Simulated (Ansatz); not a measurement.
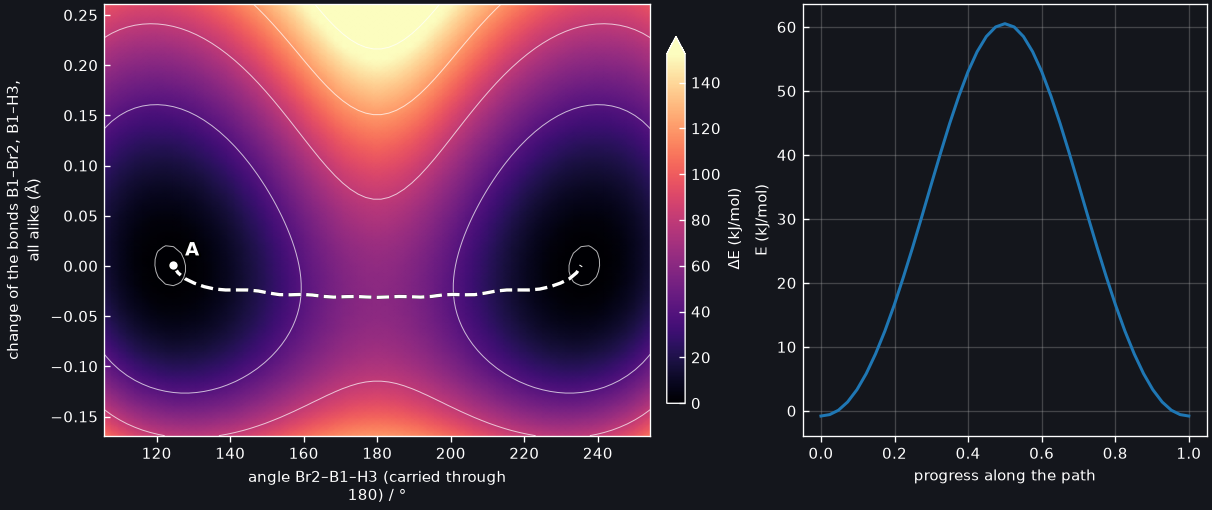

BBrH, SMILES [BH]Br, spin multiplicity 2. Coordinates scanned: (1) angle Br2–B1–H3 (carried through 180); (2) change of the bonds B1–Br2, B1–H3, all alike. Nothing is relaxed (all other coordinates rigid). Grid: 15 × 15 points; 120 points were computed and 105 follow by symmetry. Points are written as (first, second). Energies: kJ/mol, counted from the lowest grid point. Level of theory: Ansatz, UKS B3LYP-D4/def2-TZVP.

The picture shows a smooth colour map with a few white contour lines, a line along the lowest path, one colour for all values above the top of the scale, the energy along the path at the right, the start A. Between grid points the surface is interpolated.

> Describe the path and its barrier.

The easiest path leads from the well at about (125°, 0.00 Å) to a well of about the same depth at about (235°, 0.00 Å). Its highest point lies about 61 kJ/mol above the bottom of the first well on the interpolated surface, at about (180°, −0.03 Å). The start is the relaxed structure and all else is held, so a fully relaxed path at this level can only be lower.
